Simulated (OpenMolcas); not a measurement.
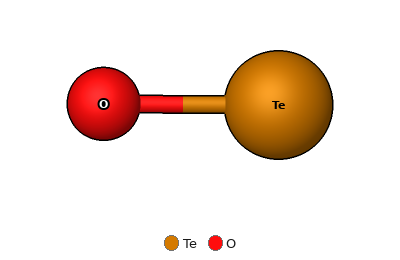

The molecule at the reference distance of 1.849 Å.

## Relativistic diatomic calculation for TeO (part 1 of 2)

- system: TeO.
- method: SA-CASSCF(8,6)/XMS-CASPT2 + RASSI spin-orbit (X2C scalar, AMFI), ANO-RCC-VTZP (OpenMolcas)

Input:
```
&GATEWAY
Coord
2
angstrom
Te 0.0 0.0 0.0
O 0.0 0.0 1.8490
Basis=ANO-RCC-VTZP
Group=XY
RX2C
AMFI
ANGMom
0.0 0.0 0.0
RICD
&SEWARD
&GUESSORB
&RASSCF
FileOrb=$CurrDir/o31.orb
Symmetry=1
Spin=3
nActEl=8 0 0
Inactive=16 10
RAS2=2 4
CIRoot=5 5 1
Linear
Iterations=120 100
OrbListing=Nothing
PRWF=0.15
>>COPY $Project.RasOrb $CurrDir/o31.orb
>>COPY $Project.rasscf.h5 $CurrDir/r31.h5
&CASPT2
XMultistate=all
Imaginary=0.2
IPEA=0.25
MaxIter=40
>>COPY $Project.JobMix JOB001
&RASSCF
FileOrb=$CurrDir/o11.orb
Symmetry=1
Spin=1
nActEl=8 0 0
Inactive=16 10
RAS2=2 4
CIRoot=6 6 1
Linear
Iterations=120 100
OrbListing=Nothing
PRWF=0.15
>>COPY $Project.RasOrb $CurrDir/o11.orb
>>COPY $Project.rasscf.h5 $CurrDir/r11.h5
&CASPT2
XMultistate=all
Imaginary=0.2
IPEA=0.25
MaxIter=40
>>COPY $Project.JobMix JOB002
&RASSCF
FileOrb=$CurrDir/o32.orb
Symmetry=2
Spin=3
nActEl=8 0 0
Inactive=16 10
RAS2=2 4
CIRoot=4 4 1
Linear
Iterations=120 100
OrbListing=Nothing
PRWF=0.15
>>COPY $Project.RasOrb $CurrDir/o32.orb
>>COPY $Project.rasscf.h5 $CurrDir/r32.h5
&CASPT2
XMultistate=all
Imaginary=0.2
IPEA=0.25
MaxIter=40
>>COPY $Project.JobMix JOB003
&RASSCF
FileOrb=$CurrDir/o52.orb
Symmetry=2
Spin=5
nActEl=8 0 0
Inactive=16 10
RAS2=2 4
CIRoot=2 2 1
Linear
Iterations=120 100
OrbListing=Nothing
PRWF=0.15
>>COPY $Project.RasOrb $CurrDir/o52.orb
>>COPY $Project.rasscf.h5 $CurrDir/r52.h5
&CASPT2
XMultistate=all
Imaginary=0.2
IPEA=0.25
MaxIter=40
>>COPY $Project.JobMix JOB004
&RASSCF
FileOrb=$CurrDir/o12.orb
Symmetry=2
Spin=1
nActEl=8 0 0
Inactive=16 10
RAS2=2 4
CIRoot=4 4 1
Linear
Iterations=120 100
OrbListing=Nothing
PRWF=0.15
>>COPY $Project.RasOrb $CurrDir/o12.orb
>>COPY $Project.rasscf.h5 $CurrDir/r12.h5
&CASPT2
XMultistate=all
Imaginary=0.2
IPEA=0.25
MaxIter=40
>>COPY $Project.JobMix JOB005
&RASSI
Nr of JobIphs=5 5 6 4 2 4
1 2 3 4 5
1 2 3 4 5 6
1 2 3 4
1 2
1 2 3 4
SpinOrbit
EJob
Omega
MEES
MESO
Properties=4
'AngMom' 3 'Mltpl  1' 1 'Mltpl  1' 2 'Mltpl  1' 3
Thrs=1.0d-4
>>COPY $Project.rassi.h5 $CurrDir/so.h5
```

The first orbital files come from an earlier step.

Launched with:
```bash
pymolcas m.inp (one call a module block, same work directory)
```

Log (extracts):
```
++    Wave function specifications:
      Number of closed shell electrons          52
      Number of electrons in active shells       8
      Number of inactive orbitals               26
      Number of active orbitals                  6
      Number of secondary orbitals              66
      Spin quantum number                      1.0
      State symmetry                             1
++    Orbital specifications:
      Symmetry species                           1   2
                                                 a   b
      Frozen orbitals                            0   0
      Inactive orbitals                         16  10
      Active orbitals                            2   4
      RAS2 orbitals                              2   4
      Secondary orbitals                        34  32
      Number of basis functions                 52  46
      printout of CI-coefficients larger than  0.15 for root  1
      energy=   -6865.800184
      conf/sym  11 2222     Coeff  Weight
            22  02 22uu  -0.86462 0.74756
            24  02 2uu2  -0.30806 0.09490
            40  02 u22u   0.30806 0.09490
      printout of CI-coefficients larger than  0.15 for root  2
      energy=   -6865.706612
      conf/sym  11 2222     Coeff  Weight
            23  02 2u2u   0.69106 0.47757
            41  02 u2u2  -0.69106 0.47757
      printout of CI-coefficients larger than  0.15 for root  3
      energy=   -6865.706612
      conf/sym  11 2222     Coeff  Weight
            24  02 2uu2  -0.69106 0.47757
            40  02 u22u  -0.69106 0.47757
      printout of CI-coefficients larger than  0.15 for root  4
      energy=   -6865.703151
      conf/sym  11 2222     Coeff  Weight
            23  02 2u2u   0.69667 0.48535
            41  02 u2u2   0.69667 0.48535
      printout of CI-coefficients larger than  0.15 for root  5
      energy=   -6865.621543
      conf/sym  11 2222     Coeff  Weight
            19  ud 22uu   0.36046 0.12993
            22  02 22uu   0.38174 0.14572
            24  02 2uu2  -0.58729 0.34491
            40  02 u22u   0.58729 0.34491
      Natural orbitals and occupation numbers for root  1
      sym 1:   0.062113   1.939902
      sym 2:   1.938043   1.938043   1.060950   1.060950
      Natural orbitals and occupation numbers for root  2
      sym 1:   0.038904   1.962592
      sym 2:   1.500951   1.500951   1.498300   1.498300
      Natural orbitals and occupation numbers for root  3
      sym 1:   0.038904   1.962592
      sym 2:   1.500951   1.500951   1.498300   1.498300
      Natural orbitals and occupation numbers for root  4
      sym 1:   0.038848   1.962762
      sym 2:   1.500868   1.500868   1.498327   1.498327
      Natural orbitals and occupation numbers for root  5
      sym 1:   0.146913   1.859563
      sym 2:   1.762469   1.762469   1.234293   1.234293
      RASSCF energy for state  5                  -6865.62154291
::    RASSCF root number  1 Total energy:  -6865.80018379
::    RASSCF root number  2 Total energy:  -6865.70661173
::    RASSCF root number  3 Total energy:  -6865.70661173
::    RASSCF root number  4 Total energy:  -6865.70315055
::    RASSCF root number  5 Total energy:  -6865.62154291
      Von Neumann Entropy (Root   1) =  1.25663
++    Wave function specifications:
      Number of closed shell electrons          14
      Number of electrons in active shells       8
      Number of inactive orbitals                7
      Number of active orbitals                  6
      Number of secondary orbitals              66
      Spin quantum number                      1.0
      State symmetry                             1
      Number of CSFs                            49
      Number of CASSCF root(s) available         5
      CASPT2 state passed to geometry opt.       5
      A file JOBMIX will be created
      This is a MULTI-STATE CASSCF reference
      Number of CI roots used                    5
      These are:                                 1   2   3   4   5
      Off-diagonal elements of Heff are computed
  FINAL CASPT2 RESULT:
      Reference energy:       -6865.8001837941
      E2 (Non-variational):      -0.7608047184
      Shift correction:          -0.0029674620
      E2 (Variational):          -0.7637721804
      Total energy:           -6866.5639559745
      Reference weight:           0.85284
  FINAL CASPT2 RESULT:
      Reference energy:       -6865.7066117336
      E2 (Non-variational):      -0.7349138757
      Shift correction:          -0.0020113373
      E2 (Variational):          -0.7369252130
      Total energy:           -6866.4435369466
      Reference weight:           0.86818
  FINAL CASPT2 RESULT:
      Reference energy:       -6865.7066117336
      E2 (Non-variational):      -0.7351245902
      Shift correction:          -0.0020191454
      E2 (Variational):          -0.7371437356
      Total energy:           -6866.4437554692
      Reference weight:           0.86802
  FINAL CASPT2 RESULT:
      Reference energy:       -6865.7031505497
      E2 (Non-variational):      -0.7348956231
      Shift correction:          -0.0019929472
      E2 (Variational):          -0.7368885703
      Total energy:           -6866.4400391200
      Reference weight:           0.86838
  FINAL CASPT2 RESULT:
      Reference energy:       -6865.6215429148
      E2 (Non-variational):      -0.7695215370
      Shift correction:          -0.0043321828
      E2 (Variational):          -0.7738537198
      Total energy:           -6866.3953966346
      Reference weight:           0.84207
       Total XMS-CASPT2 energies:
::    XMS-CASPT2 Root  1     Total energy:  -6866.55432826
::    XMS-CASPT2 Root  2     Total energy:  -6866.44375560
::    XMS-CASPT2 Root  3     Total energy:  -6866.44353682
::    XMS-CASPT2 Root  4     Total energy:  -6866.44003914
::    XMS-CASPT2 Root  5     Total energy:  -6866.40502433
++    Wave function specifications:
      Number of closed shell electrons          52
      Number of electrons in active shells       8
      Number of inactive orbitals               26
      Number of active orbitals                  6
      Number of secondary orbitals              66
      Spin quantum number                      0.0
      State symmetry                             1
      printout of CI-coefficients larger than  0.15 for root  1
      energy=   -6865.778694
      conf/sym  11 2222     Coeff  Weight
            34  02 22ud  -0.85221 0.72625
            35  02 2u2d  -0.17280 0.02986
            37  02 2ud2   0.25000 0.06250
            48  02 u22d   0.25000 0.06250
            49  02 u2d2   0.17280 0.02986
      printout of CI-coefficients larger than  0.15 for root  2
      energy=   -6865.778694
      conf/sym  11 2222     Coeff  Weight
            33  02 2220   0.60260 0.36313
            35  02 2u2d  -0.25000 0.06250
            36  02 2202  -0.60260 0.36313
            37  02 2ud2  -0.17280 0.02986
            48  02 u22d  -0.17280 0.02986
            49  02 u2d2   0.25000 0.06250
            50  02 ud22  -0.16614 0.02760
      printout of CI-coefficients larger than  0.15 for root  3
      energy=   -6865.761613
      conf/sym  11 2222     Coeff  Weight
            33  02 2220  -0.58503 0.34226
            35  02 2u2d   0.24871 0.06186
            36  02 2202  -0.58503 0.34226
            37  02 2ud2  -0.22598 0.05107
            48  02 u22d   0.22598 0.05107
            49  02 u2d2   0.24871 0.06186
      printout of CI-coefficients larger than  0.15 for root  4
      energy=   -6865.706179
      conf/sym  11 2222     Coeff  Weight
            35  02 2u2d   0.46587 0.21704
            37  02 2ud2   0.51273 0.26289
            48  02 u22d  -0.51273 0.26289
            49  02 u2d2   0.46587 0.21704
      printout of CI-coefficients larger than  0.15 for root  5
      energy=   -6865.589892
      conf/sym  11 2222     Coeff  Weight
            28  ud 22ud  -0.34589 0.11964
            34  02 22ud  -0.40120 0.16096
            35  02 2u2d   0.26531 0.07039
            37  02 2ud2  -0.51305 0.26322
            48  02 u22d  -0.51305 0.26322
            49  02 u2d2  -0.26531 0.07039
      printout of CI-coefficients larger than  0.15 for root  6
      energy=   -6865.589892
      conf/sym  11 2222     Coeff  Weight
            27  ud 2220   0.24458 0.05982
            30  ud 2202  -0.24458 0.05982
            33  02 2220   0.28369 0.08048
            35  02 2u2d   0.51305 0.26322
            36  02 2202  -0.28369 0.08048
            37  02 2ud2   0.26531 0.07039
            48  02 u22d   0.26531 0.07039
            49  02 u2d2  -0.51305 0.26322
      Natural orbitals and occupation numbers for root  1
      sym 1:   0.059851   1.942302
      sym 2:   1.914595   1.914595   1.084329   1.084329
      Natural orbitals and occupation numbers for root  2
      sym 1:   0.059851   1.942302
      sym 2:   1.914595   1.914595   1.084329   1.084329
      Natural orbitals and occupation numbers for root  3
      sym 1:   0.056062   1.946192
      sym 2:   1.884493   1.884493   1.114380   1.114380
      Natural orbitals and occupation numbers for root  4
      sym 1:   0.039484   1.962566
      sym 2:   1.502642   1.502642   1.496333   1.496333
      Natural orbitals and occupation numbers for root  5
      sym 1:   0.139556   1.867655
      sym 2:   1.839125   1.839125   1.157269   1.157269
      Natural orbitals and occupation numbers for root  6
      sym 1:   0.139556   1.867655
      sym 2:   1.839125   1.839125   1.157269   1.157269
      RASSCF energy for state  6                  -6865.58989243
::    RASSCF root number  1 Total energy:  -6865.77869431
::    RASSCF root number  2 Total energy:  -6865.77869431
::    RASSCF root number  3 Total energy:  -6865.76161324
::    RASSCF root number  4 Total energy:  -6865.70617862
::    RASSCF root number  5 Total energy:  -6865.58989243
::    RASSCF root number  6 Total energy:  -6865.58989243
      Von Neumann Entropy (Root   1) =  1.27073
++    Wave function specifications:
      Number of closed shell electrons          14
      Number of electrons in active shells       8
      Number of inactive orbitals                7
      Number of active orbitals                  6
      Number of secondary orbitals              66
      Spin quantum number                      0.0
      State symmetry                             1
      Number of CSFs                            57
      Number of CASSCF root(s) available         6
      CASPT2 state passed to geometry opt.       6
      A file JOBMIX will be created
      This is a MULTI-STATE CASSCF reference
      Number of CI roots used                    6
      These are:                                 1   2   3   4   5   6
      Off-diagonal elements of Heff are computed
  FINAL CASPT2 RESULT:
      Reference energy:       -6865.7786943123
      E2 (Non-variational):      -0.7645968833
      Shift correction:          -0.0028402720
      E2 (Variational):          -0.7674371552
      Total energy:           -6866.5461314675
      Reference weight:           0.85265
  FINAL CASPT2 RESULT:
      Reference energy:       -6865.7786943123
      E2 (Non-variational):      -0.7644338739
      Shift correction:          -0.0028328729
      E2 (Variational):          -0.7672667468
      Total energy:           -6866.5459610591
      Reference weight:           0.85276
  FINAL CASPT2 RESULT:
      Reference energy:       -6865.7616132458
      E2 (Non-variational):      -0.7526888841
      Shift correction:          -0.0025241692
      E2 (Variational):          -0.7552130532
      Total energy:           -6866.5168262991
      Reference weight:           0.85802
  FINAL CASPT2 RESULT:
      Reference energy:       -6865.7061786166
      E2 (Non-variational):      -0.7466809390
      Shift correction:          -0.0025202078
      E2 (Variational):          -0.7492011468
      Total energy:           -6866.4553797633
      Reference weight:           0.85995
  FINAL CASPT2 RESULT:
      Reference energy:       -6865.5898924349
      E2 (Non-variational):      -0.7666558581
      Shift correction:          -0.0036503620
      E2 (Variational):          -0.7703062201
      Total energy:           -6866.3601986550
      Reference weight:           0.84790
  FINAL CASPT2 RESULT:
      Reference energy:       -6865.5898924349
      E2 (Non-variational):      -0.7666003884
      Shift correction:          -0.0036325329
      E2 (Variational):          -0.7702329214
      Total energy:           -6866.3601253562
      Reference weight:           0.84800
       Total XMS-CASPT2 energies:
::    XMS-CASPT2 Root  1     Total energy:  -6866.53432327
::    XMS-CASPT2 Root  2     Total energy:  -6866.53415896
::    XMS-CASPT2 Root  3     Total energy:  -6866.51682631
::    XMS-CASPT2 Root  4     Total energy:  -6866.45537975
::    XMS-CASPT2 Root  5     Total energy:  -6866.37232613
::    XMS-CASPT2 Root  6     Total energy:  -6866.37160818
++    Wave function specifications:
      Number of closed shell electrons          52
      Number of electrons in active shells       8
      Number of inactive orbitals               26
      Number of active orbitals                  6
      Number of secondary orbitals              66
      Spin quantum number                      1.0
      State symmetry                             2
      printout of CI-coefficients larger than  0.15 for root  1
      energy=   -6865.659358
      conf/sym  11 2222     Coeff  Weight
            12  u2 220u   0.86952 0.75607
            22  u2 d2uu  -0.25539 0.06523
            35  u2 u2du  -0.19741 0.03897
            46  u2 022u  -0.24867 0.06183
      printout of CI-coefficients larger than  0.15 for root  2
      energy=   -6865.659358
      conf/sym  11 2222     Coeff  Weight
            10  u2 22u0   0.86952 0.75607
            13  u2 2duu  -0.25539 0.06523
            14  u2 2udu  -0.15463 0.02391
            16  u2 2uud   0.15472 0.02394
            18  u2 20u2   0.24867 0.06183
            36  u2 ud2u  -0.16170 0.02615
      printout of CI-coefficients larger than  0.15 for root  3
      energy=   -6865.632803
      conf/sym  11 2222     Coeff  Weight
            52  0u 222u  -0.56784 0.32245
            53  0u 22u2   0.79013 0.62431
      printout of CI-coefficients larger than  0.15 for root  4
      energy=   -6865.632803
      conf/sym  11 2222     Coeff  Weight
            52  0u 222u  -0.79013 0.62431
            53  0u 22u2  -0.56784 0.32245
      Natural orbitals and occupation numbers for root  1
      sym 1:   1.013483   1.979671
      sym 2:   1.742266   1.950805   0.267072   1.046703
      Natural orbitals and occupation numbers for root  2
      sym 1:   1.013483   1.979671
      sym 2:   1.950805   1.742266   1.046703   0.267072
      Natural orbitals and occupation numbers for root  3
      sym 1:   0.026461   1.009898
      sym 2:   1.991488   1.990724   0.999136   1.982293
      Natural orbitals and occupation numbers for root  4
      sym 1:   0.026461   1.009898
      sym 2:   1.990724   1.991488   1.982293   0.999136
      RASSCF energy for state  4                  -6865.63280303
::    RASSCF root number  1 Total energy:  -6865.65935816
::    RASSCF root number  2 Total energy:  -6865.65935816
::    RASSCF root number  3 Total energy:  -6865.63280303
::    RASSCF root number  4 Total energy:  -6865.63280303
      Von Neumann Entropy (Root   1) =  1.59674
++    Wave function specifications:
      Number of closed shell electrons          14
      Number of electrons in active shells       8
      Number of inactive orbitals                7
      Number of active orbitals                  6
      Number of secondary orbitals              66
      Spin quantum number                      1.0
      State symmetry                             2
      Number of CSFs                            56
      Number of CASSCF root(s) available         4
      CASPT2 state passed to geometry opt.       4
      A file JOBMIX will be created
      This is a MULTI-STATE CASPIN-FREE ENERGIES:
  (Shifted by EMIN (a.u.) =      -6866.5543282584)
 SF State       Relative EMIN(au)   Rel lowest level(eV)    D:o, cm**(-1)      Abs_M
     1             0.0000000000        0.0000000000              0.0000         0.0
     6             0.0200049891        0.5443634855           4390.5876         2.0
     7             0.0201692957        0.5488344955           4426.6487         2.0
     8             0.0375019502        1.0204800512           8230.7267         0.0
     9             0.0989485043        2.6925259688          21716.6865         0.0
     2             0.1105726609        3.0088353841          24267.8940         2.0
     3             0.1107914401        3.0147886694          24315.9105         2.0
     4             0.1142891222        3.1099654492          25083.5630         0.0
    12             0.1244494667        3.3864425064          27313.5008         1.0
    13             0.1244494675        3.3864425275          27313.5010         1.0
    18             0.1431301562        3.8947699625          31413.4383         1.0
    19             0.1431301587        3.8947700308          31413.4388         1.0
    14             0.1436894320        3.9099886340          31536.1851         1.0
    15             0.1436894374        3.9099887797          31536.1863         1.0
     5             0.1493039239        4.0627667425          32768.4237         0.0
    20             0.1655518847        4.5048962786          36334.4389         1.0
    21             0.1655518866        4.5048963313          36334.4393         1.0
    16             0.1809637912        4.9242756193          39716.9614         1.0
    17             0.1809638150        4.9242762659          39716.9666         1.0
    10             0.1820021331        4.9525303413          39944.8511         2.0
    11             0.1827200780        4.9720666162          40102.4218         2.0
```

(Continued in part 2.) Outcome of the run: converged; components of a degenerate state are split by 158 cm⁻¹.
